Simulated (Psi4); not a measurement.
# H2O2 (hydrogen peroxide): PBE/pcseg-1

What is the energy change on altering one bond length of H2O2 (hydrogen peroxide) at PBE/pcseg-1? 

The results are computed with Psi4 1.11.

## Step 1: The system as given

The species is H2O2 (4 atoms), meant as a singlet with charge 0. SMILES: `OO`. The coordinates come from a PBE0-D4/def2-TZVP relaxation.

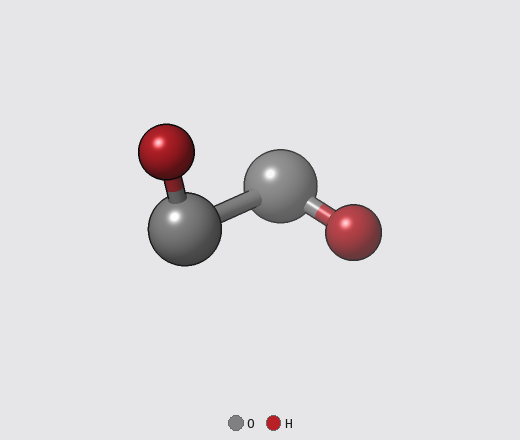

The structure, seen from a chosen angle (oxygen grey, hydrogen red).

## Step 2: The energy at PBE/pcseg-1

The input, input.dat:

```
memory 1600 mb

molecule system {
  0 1
  O     -0.91991868    -1.09811985     0.05782562
  O      0.09127377     1.37647651     0.39098434
  H      0.35224495    -2.11082408     0.88325799
  H      0.47639996     1.83265640    -1.33206795
  units bohr
  symmetry c1
}

set {
  reference rks
  puream true
  scf_type pk
  dft_radial_points 99
  dft_spherical_points 590
}

e_tot, wfn = energy('pbe/pcseg-1', return_wfn=True)
```

Started as:

```sh
$ psi4 input.dat output.dat -n 1
```

output.dat:

```text
[...]
  Running in c1 symmetry.
[...]
  Nuclear repulsion =   37.283118750301384
[...]
  Multiplicity = 1
[...]
  Nalpha       = 9
  Nbeta        = 9
[...]
    Number of basis functions: 38
[...]
   @RKS iter   1:  -151.24015191164006   -2.04615e-01   1.48457e-02 DIIS/ADIIS
[...]
   @RKS iter   7:  -151.36369979940648   -1.13334e-08   9.86296e-07 DIIS
[...]
    Orbital Energies [Eh]
    ---------------------
    Doubly Occupied:
       1A    -18.793396     2A    -18.793305     3A     -1.042991
       4A     -0.817955     5A     -0.494883     6A     -0.434650
       7A     -0.369894     8A     -0.261858     9A     -0.220676
[...]
  @RKS Final Energy:  -151.36369979940648
   => Energetics <=
    Nuclear Repulsion Energy =             37.2831187503013837
    One-Electron Energy =                -282.1971549984577905
    Two-Electron Energy =                 111.2542126652705718
    DFT Exchange-Correlation Energy =     -17.7038762165206194
    Empirical Dispersion Energy =           0.0000000000000000
    VV10 Nonlocal Energy =                  0.0000000000000000
    Total Energy =                       -151.3636997994064757
[...]
 Multipole Moments:
 ------------------------------------------------------------------------------------
     Multipole            Electronic (a.u.)      Nuclear  (a.u.)        Total (a.u.)
 ------------------------------------------------------------------------------------
 L = 1.  Multiply by 2.5417464519 to convert [e a0] to [Debye]
 Dipole X            :         -0.1575830            0.7731780            0.6155950
 Dipole Y            :          0.0528789           -0.2596362           -0.2067572
 Dipole Z            :          0.0853317           -0.4187680           -0.3334363
 Magnitude           :                                                    0.7299901
[...]
```

Run time: 3 s. Hardware: 1 thread of Intel Xeon 6975P-C (Granite Rapids), shared host; peak memory 0.46 GiB.

## Step 3: The distorted shape at the same level

The input, input.inp:

```
memory 1600 mb

molecule molecule1 {
  0 1
  O     -1.11249311    -1.32622302     0.91940278
  O     -0.10130066     1.14837334     1.25256150
  H      0.15967052    -2.33892725     1.74483515
  H      0.47639996     1.83265640    -1.33206795
  units bohr
  symmetry c1
}

set {
  basis pcseg-1
  puream true
  scf_type pk
  dft_radial_points 99
  dft_spherical_points 590
}

e, wfn = energy('pbe', return_wfn=True)
```

Started as:

```sh
$ psi4 input.inp input.out -n 1
```

input.out:

```text
[...]
  Running in c1 symmetry.
[...]
  Nuclear repulsion =   35.435323826270832
[...]
  Multiplicity = 1
[...]
  Nalpha       = 9
  Nbeta        = 9
[...]
    Number of basis functions: 38
[...]
   @RKS iter   1:  -151.13075424197069   -2.47762e-01   1.58491e-02 ADIIS/DIIS
[...]
   @RKS iter  10:  -151.29661872470308   -4.09159e-09   1.59013e-07 DIIS
[...]
    Orbital Energies [Eh]
    ---------------------
    Doubly Occupied:
       1A    -18.819603     2A    -18.799802     3A     -1.028699
       4A     -0.777953     5A     -0.468828     6A     -0.412411
       7A     -0.368922     8A     -0.256574     9A     -0.218498
[...]
  @RKS Final Energy:  -151.29661872470308
   => Energetics <=
    Nuclear Repulsion Energy =             35.4353238262708317
    One-Electron Energy =                -278.6269102932961914
    Two-Electron Energy =                 109.4474326728974916
    DFT Exchange-Correlation Energy =     -17.5524649305751979
    Empirical Dispersion Energy =           0.0000000000000000
    VV10 Nonlocal Energy =                  0.0000000000000000
    Total Energy =                       -151.2966187247030803
[...]
 Multipole Moments:
 ------------------------------------------------------------------------------------
     Multipole            Electronic (a.u.)      Nuclear  (a.u.)        Total (a.u.)
 ------------------------------------------------------------------------------------
 L = 1.  Multiply by 2.5417464519 to convert [e a0] to [Debye]
 Dipole X            :         -0.2848515            0.8630200            0.5781685
 Dipole Y            :         -0.1412318           -0.1532188           -0.2944506
 Dipole Z            :          0.5134015           -0.8207209           -0.3073194
 Magnitude           :                                                    0.7179312
[...]
```

Run time: 3.6 s. Hardware: 1 thread of Intel Xeon 6975P-C (Granite Rapids), shared host; peak memory 0.45 GiB.

## Step 4: Results

At PBE/pcseg-1:

| quantity | value |
| --- | --- |
| first shape: total energy | -151.36370 Eh |
| first shape: dipole moment | 1.86 D |
| first shape: HOMO energy | -6.00 eV |
| first shape: LUMO energy | -0.52 eV |
| first shape: HOMO–LUMO gap | 5.48 eV |
| distorted shape: total energy | -151.29662 Eh |
| distorted shape: dipole moment | 1.82 D |
| distorted shape: HOMO energy | -5.95 eV |
| distorted shape: LUMO energy | -3.01 eV |
| distorted shape: HOMO–LUMO gap | 2.93 eV |
| energy change with the O2–H4 bond stretched from 0.965 to 1.447 Å | 1.825 eV |

What this shows: One bond (distorted shape) is far stretched, which a spin-restricted single reference describes badly; a broken-symmetry solution may lie lower. With the O2–H4 bond stretched from 0.965 to 1.447 Å the energy rises by 1.83 eV (176 kJ/mol). The first shape isn't relaxed at this level, so the change isn't measured from a minimum. A restricted reference can't describe the breaking bond well at this length.
